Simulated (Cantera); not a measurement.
Input: 1 mol NaI, 180 mol H2, at 158 Torr.

Method: chemical equilibrium by Gibbs-energy minimisation in Cantera with the NASA 1993 tables (ideal gas, pure condensed phases). Candidate condensed phases: I2, Na, NaI; 9 gas species. Gases not in the tables: NaBr and NaI dimers. Equilibrium is a limit: real reactors are often held back by kinetics, nucleation or transport.

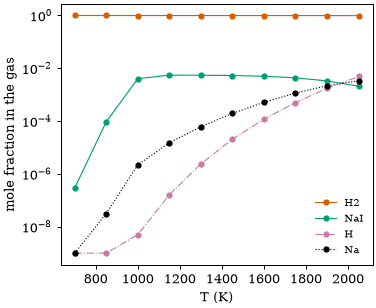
Figure. Equilibrium gas composition (values under 1e-9 drawn at 1e-9)

From 700 K to 850 K the condensed part is NaI(s). At 1000 K the condensed part is NaI(l). From 1150 K to 2050 K nothing is condensed.
